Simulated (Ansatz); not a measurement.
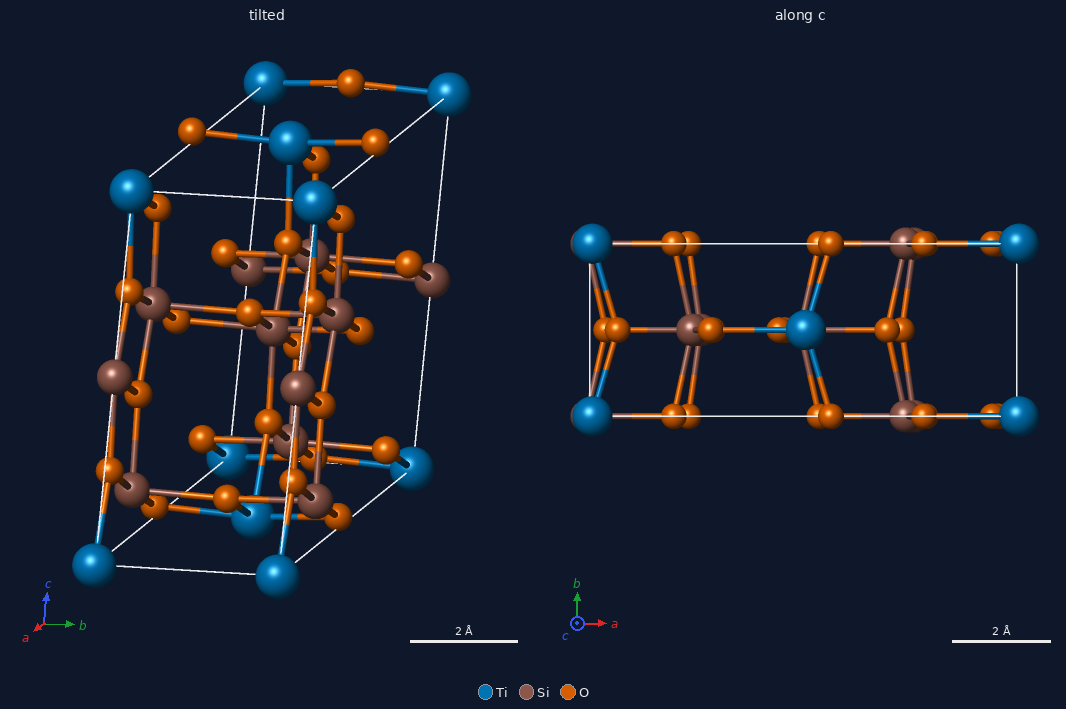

Ball-and-stick drawing of the structure, looking slightly off an axis and along the c axis. Thin lines show the conventional unit cell, with boundary atoms drawn in all their periodic places.

TiSi3O8, space group Cm (No. 8), a = 9.469 Å, b = 3.557 Å, c = 7.107 Å, α = 90.00°, β = 111.78°, γ = 90.00°. It goes back to a structure type filled with these elements by a generator (whether the compound takes this form wasn't checked). Earlier steps of the study may have refined or changed the cell and positions. It was the input of a calculation with Ansatz.

This one geometry was computed with Ansatz (DFT, plane waves, PAW) at four levels of theory: PBE, HSE06, r2SCAN and PBE0. It was relaxed beforehand with r2SCAN.

Q: Which level gives the highest pressure at this volume, and what does that say about its equilibrium volume?

A: Highest: PBE (7.5 GPa), which points to the largest equilibrium volume. Lowest, with the smallest volume: HSE06 (-1.8 GPa) and PBE0 (-1.9 GPa). Levels within 0.5 GPa of each other can't be told apart.

Q: How does the band gap change with the level of theory?

A: PBE: a gap of 2.90 eV, indirect; r2SCAN: a gap of 3.26 eV, indirect; HSE06: a gap of 4.54 eV, indirect; PBE0: a gap of 5.31 eV, indirect.

Q: Collect the results in a table.

A:
| level | cutoff (eV) | k-mesh of the run's cell | gap (eV) | pressure (GPa) |
| --- | --- | --- | --- | --- |
| PBE | 420 | 8×8×4 | 2.90 | 7.5 |
| HSE06 | 420 | 4×4×2 | 4.54 | -1.8 |
| r2SCAN | 500 | 8×8×4 | 3.26 | 0.0 |
| PBE0 | 420 | 4×4×2 | 5.31 | -1.9 |

Gaps are taken on the k-mesh or band path of each run.
